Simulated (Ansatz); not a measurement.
## Electronic structure of CCl₃F₃Si (SMILES FC(F)(F)[Si](Cl)(Cl)Cl) in real space

Input

```
crystal:
  periodic: [false, false, false]
  atoms:
    - {symbol: C, position_ang: [0.753893, -0.635351, 0.310303]}
    - {symbol: Cl, position_ang: [-0.565698, 2.243511, 0.834748]}
    - {symbol: Cl, position_ang: [-0.324261, 0.970186, -2.251901]}
    - {symbol: Cl, position_ang: [-2.428647, -0.397856, -0.036776]}
    - {symbol: F, position_ang: [0.597699, -0.947373, 1.599111]}
    - {symbol: F, position_ang: [0.750909, -1.771645, -0.390832]}
    - {symbol: F, position_ang: [1.953889, -0.067556, 0.167490]}
    - {symbol: Si, position_ang: [-0.645684, 0.548886, -0.287844]}
basis:
  gaussian:
    orbitals: def2-SVPD
output: {forces: true, orbitals: {seedname: orbitals}}
hamiltonian:
  xc: {name: PBE0}
```

Launched as:

```sh
ansatz run input.yaml --threads 2 --pin off --max-ram 6090MiB --events-out events.jsonl --progress --plain --runs-dir runs
```

Geometry: PBE0-D4/def2-SVP.

Computed with isolated molecule in a Gaussian basis; Kohn-Sham density functional theory, functional PBE0 (Ansatz).

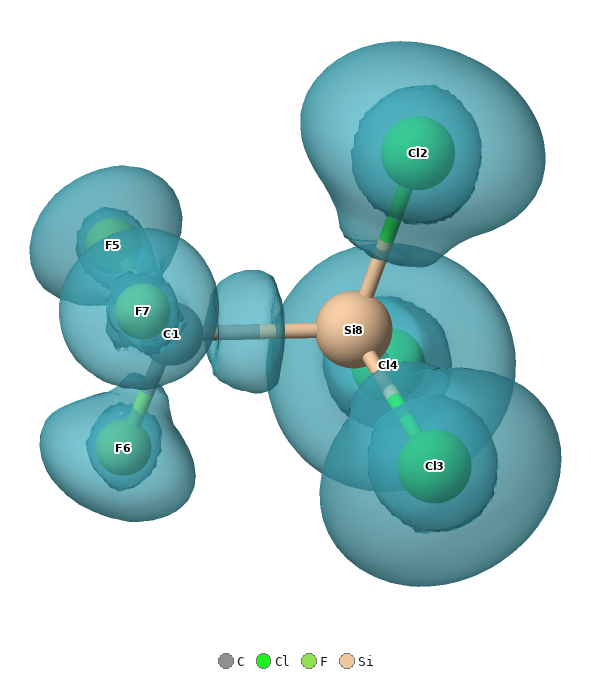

Figure 1. Isosurface of the ELF at 0.75 (cyan), seen at a tilt. Only the valence region is drawn (cores and ρ < 0.01 e/Å³ removed).

**Identify the bonds, lone pairs and shells in this picture.**

The ELF exceeds this value in one region between bonded C–Si atoms (shared pairs), three regions on Cl in which the atom's valence shell and bonds are merged and three regions on F in which the atom's valence shell and bonds are merged. Profiles from the grid: C–F (1.34 Å): the ELF peaks at about 0.85 between the atoms (a polar covalent bond). C–Si (1.93 Å): the ELF peaks at about 1 between the atoms; a covalent bond.

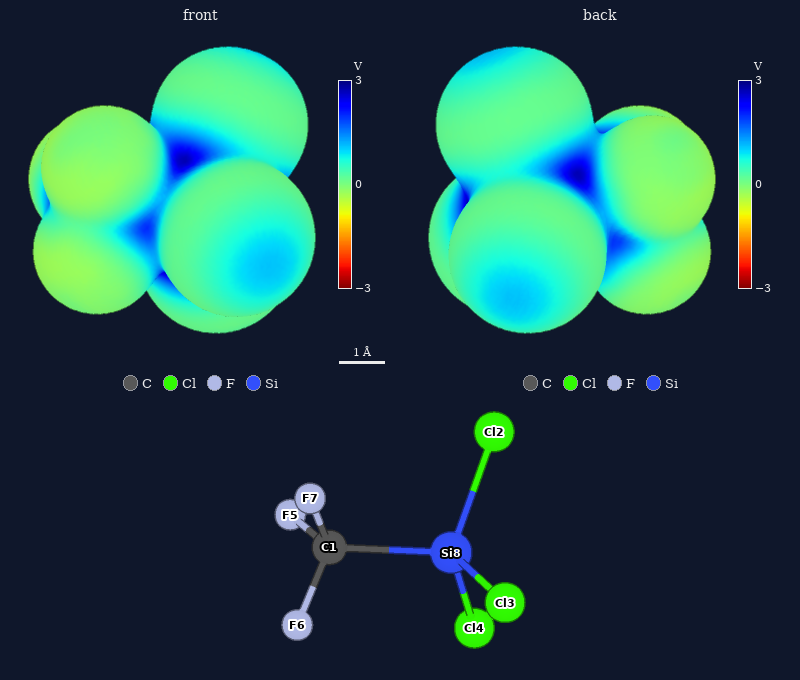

Figure 2. The electrostatic potential painted on the density surface at 0.004 e/bohr³, seen from the front and from behind; red is negative and blue positive. The bare structure is drawn below in the same view.

**Which sites attract a positive test charge, and which a negative one?**

A positive charge is drawn to the negative regions and a negative charge to the positive ones. The most negative region (about −0.2 V) lies over F5, F6 and F7, the most positive (about +2.6 V) over Si8. Cl2 shows a σ-hole: about +1.1 V at the tip opposite its bond, against about +0.2 V on its flanks. Cl3 shows a σ-hole: about +1.1 V at the tip opposite its bond, against about +0.2 V on its flanks. Cl4 shows a σ-hole: about +1.1 V at the tip opposite its bond, against about +0.2 V on its flanks.

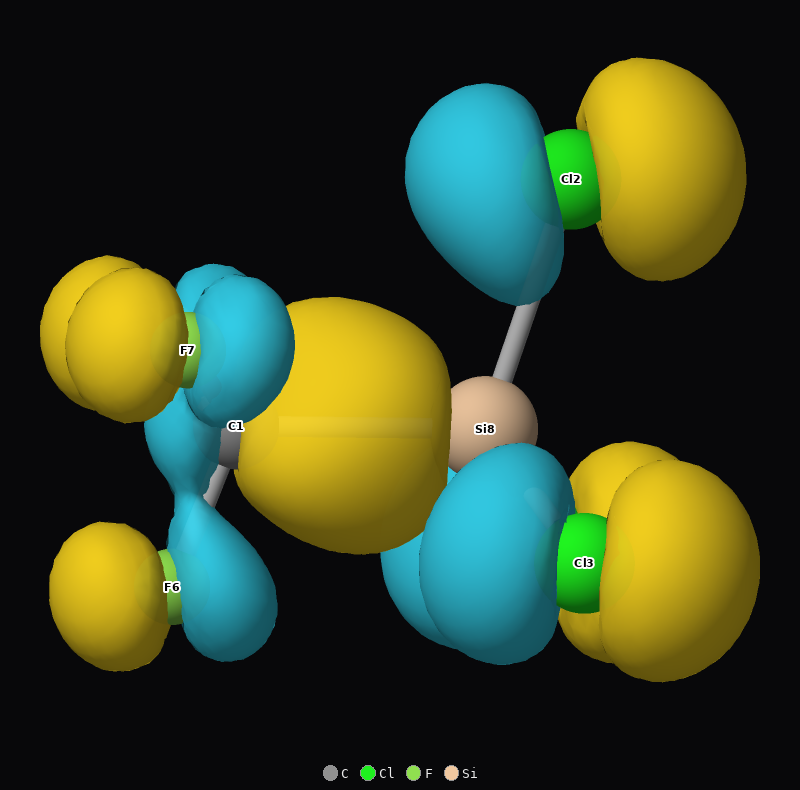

Figure 3. The HOMO−1 at ±0.1 Å⁻³ᐟ² (yellow and cyan are the two phases), seen across its widest extent.

**Where does this orbital lie, and at what energy?**

Its weight (Hirshfeld) is mainly on C1 (about 20 %), Cl2 (about 15 %), Cl3 (about 15 %), Cl4 (about 15 %), Si8 (about 10 %), F5 (about 10 %), F6 (about 10 %) and F7 (about 10 %). Its energy is −9.90 eV.
